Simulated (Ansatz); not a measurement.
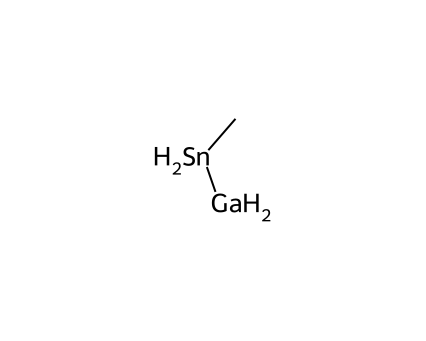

Skeletal drawing of a molecule.

**Write the SMILES.**

[CH3][SnH2][GaH2]

**What is the molecular formula?**

CH7GaSn.

The parts below concern this one geometry. Atoms keep their numbers from picture to picture. The geometry was computed by an optimisation with PBE0-D4/def2-TZVP.

Electronic properties

Properties computed with RKS r2SCANh-D4/def2-TZVPP, core potentials on Sn (Ansatz 0.2.0).

Computed properties:

- HOMO energy (Kohn–Sham orbital): −6.77 eV
- LUMO energy (Kohn–Sham orbital): −2.42 eV
- HOMO–LUMO gap: 4.34 eV
- dispersion correction: −4.9 kJ/mol

Vibrations

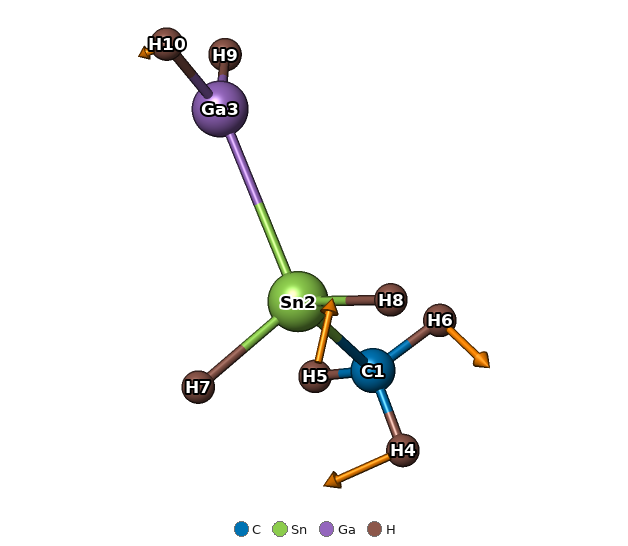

The arrows show one normal mode. Harmonic vibrations computed with RKS PBE0-D4/def2-TZVP, core potentials on Sn (Ansatz 0.2.0) at a stationary point of the same level.

**What kind of motion is it?**

A torsion or out-of-plane motion in which bond lengths and bond angles hardly change.

**At what wavenumber does it lie?**

98 cm⁻¹; it is mode 3 of 24 counted from the lowest.

Dipole moment

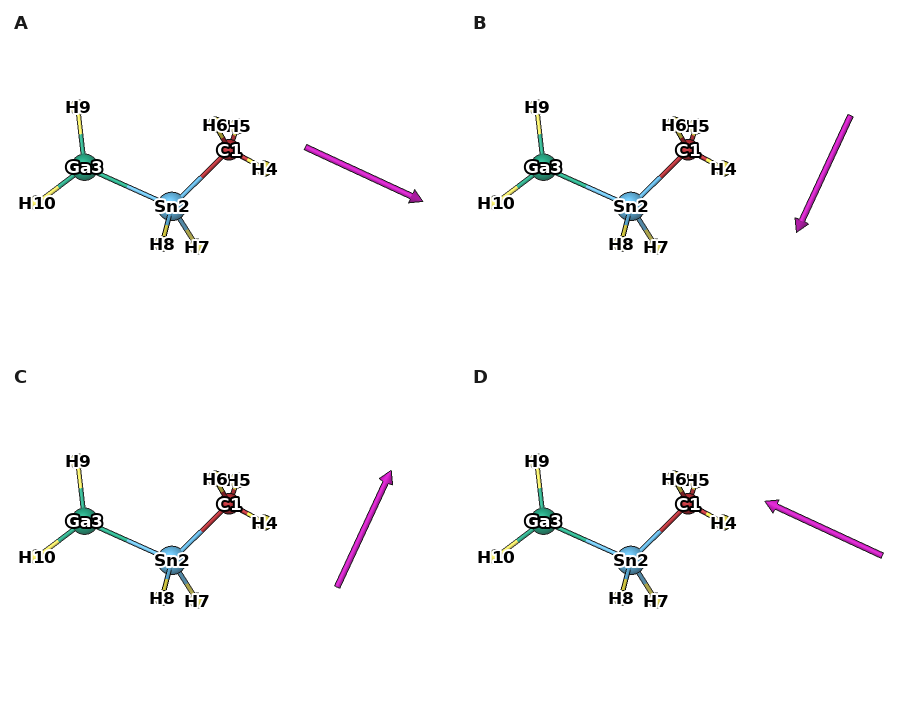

The same molecule four times, each with an arrow. Method: RKS r2SCAN-D4/def2-TZVPP, core potentials on Sn (Ansatz 0.2.0).

**Which arrow points along the dipole moment, from the negative to the positive end?**

C. The dipole moment is 0.72 D; it points from the side of H10 to the side of H5, H6 (the outermost atoms at the two ends).
